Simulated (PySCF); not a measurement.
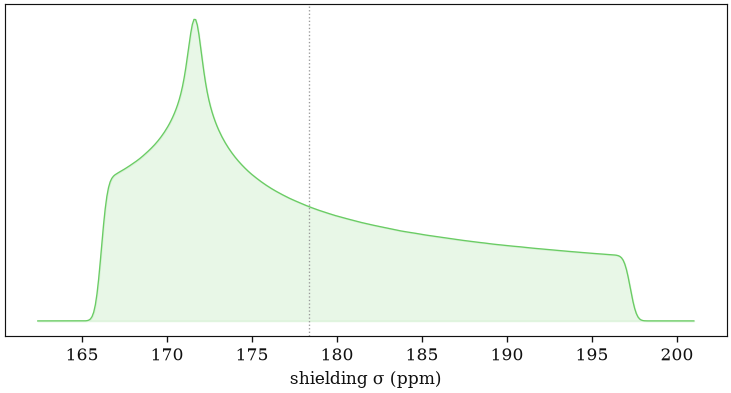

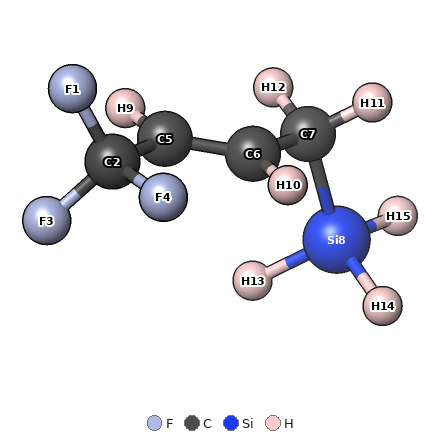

Static powder pattern (¹³C) from GIAO shielding tensors of C₄H₇F₃Si, SMILES FC(F)(F)/C=C/C[SiH3], HF/pcSseg-1 with PySCF 2.14.0, at a PBE0-D3(BJ)/def2-SVP geometry (no frequency check); absolute shielding, one fixed geometry of the isolated molecule without any motion, no dipolar terms. The dotted line is the isotropic value; skew is 3(σiso − σ22)/span.

> The pattern belongs to C7. Give the principal values, span and skew.

C7: σ11, σ22, σ33 = 166, 172, 197 ppm, isotropic 178, span 31 ppm, skew 0.65.

Known limits of this run: one conformer of a flexible molecule.
